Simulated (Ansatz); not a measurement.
GaLiNO (SMILES [Li]/[O+]=[N]/[Ga]) (charge +1, triplet)

```yaml
atoms:
  - { symbol: Ga, position_ang: [-0.7580, 0.4044, -3.1360] }
  - { symbol: Li, position_ang: [-0.7226, -2.1694, 1.1507] }
  - { symbol: N, position_ang: [-0.4610, -0.4602, -1.2378] }
  - { symbol: O, position_ang: [-0.6639, -1.2206, -0.3141] }
```

Geometry: PBE0-D3(BJ)/def2-SVP.

Computed with isolated molecule in a Gaussian basis; Kohn-Sham density functional theory, functional PBE0 (Ansatz).

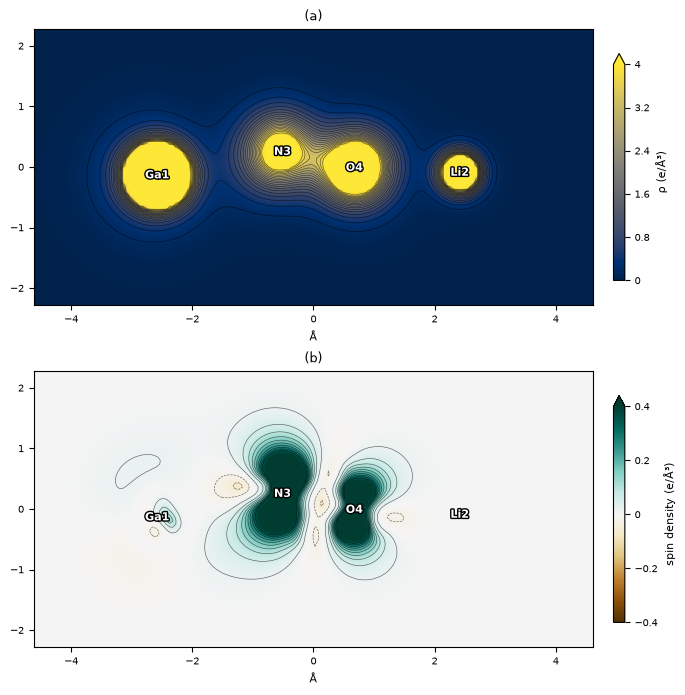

Figure 1. (a) electron density; (b) spin density (α minus β) on the molecular plane.

Q: What does the map show?

A:
- The section cuts through Ga, Li, N and O sites.
- N–O (1.21 Å): ρ is about 3.5 e/Å³ halfway.
- Li–O (1.75 Å): ρ at the midpoint is about 0.52 e/Å³.
- Ga–N (2.11 Å): the density is about 0.44 e/Å³ at the midpoint.
- The unpaired spin (2 electrons) lies mostly on N3 (about 1.2), O4 (about 0.6) and Ga1 (about 0.2), in electrons by Hirshfeld's partition.

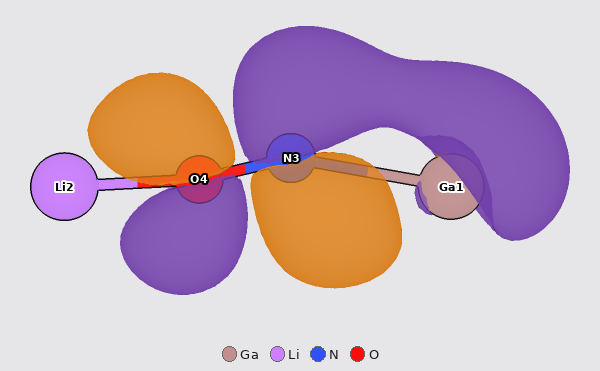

Figure 2. The HOMO (α) at ±0.08 Å⁻³ᐟ² (orange and purple are the two phases), seen across its widest extent.

Q: What is the character of this orbital?

A: It lies mainly on N3 (about 50 %), O4 (about 35 %) and Ga1 (about 15 %); it is symmetric in the molecular plane (an in-plane orbital: σ, lone-pair or in-plane π type). Its energy is −10.68 eV.

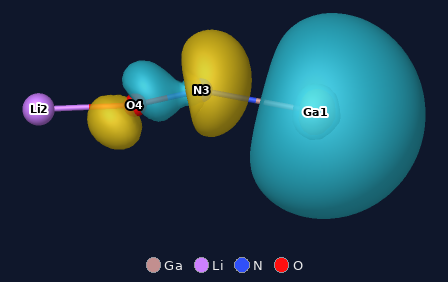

Figure 3. The HOMO (β) at ±0.08 Å⁻³ᐟ² (yellow and cyan are the two phases), seen across its widest extent.

Q: Where does this orbital lie, and at what energy?

A: Its weight (Hirshfeld) is mainly on Ga1 (about 85 %) and N3 (about 10 %); it is symmetric in the molecular plane (an in-plane orbital: σ, lone-pair or in-plane π type). Its energy is −12.43 eV.
